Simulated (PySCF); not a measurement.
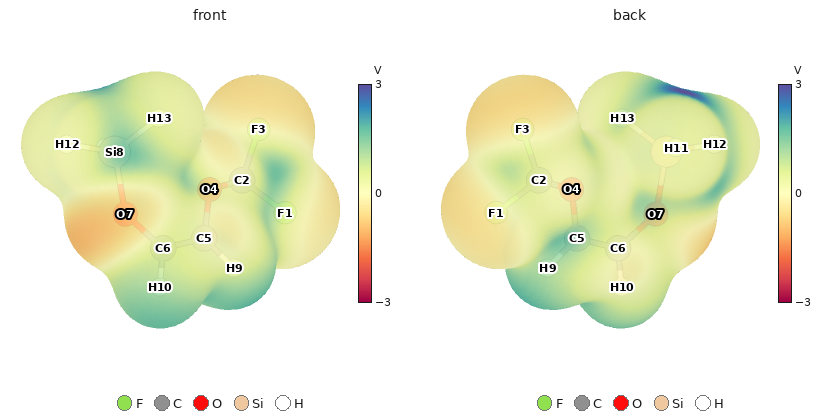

Figure. C3H5F2O2Si (SMILES F[C](F)O/C=C\O[SiH3]) (doublet). The electrostatic potential painted on the density surface at 0.004 e/bohr³, seen from the front and from behind; the colour scale runs from red (negative) to blue (positive).

Geometry: GFN2-xTB.

Theory: UKS B3LYP, pcH-1 on C F H O Si, non-relativistic, mean-field spin-orbit, GIAO (PySCF 2.14.0, density-fitted response routines).

| atom | x (Å) | y (Å) | z (Å) |
| --- | --- | --- | --- |
| F | -3.1732 | 0.1630 | 0.3352 |
| C | -2.0704 | -0.3805 | 0.9012 |
| F | -2.0924 | -0.1325 | 2.2231 |
| O | -0.8998 | -0.0196 | 0.3597 |
| C | -0.7847 | 0.3329 | -0.9431 |
| C | 0.4300 | 0.3985 | -1.5115 |
| O | 1.5794 | 0.1290 | -0.9139 |
| Si | 1.9357 | -0.3531 | 0.6225 |
| H | -1.6852 | 0.5684 | -1.4886 |
| H | 0.5221 | 0.7090 | -2.5436 |
| H | 1.3421 | -1.6578 | 0.9012 |
| H | 3.3809 | -0.4103 | 0.4510 |
| H | 1.5112 | 0.6533 | 1.5890 |

### Describe the electrostatic potential map.

The most negative region (about −1.0 V) lies over O7, the most positive (about +2.7 V) over Si8.
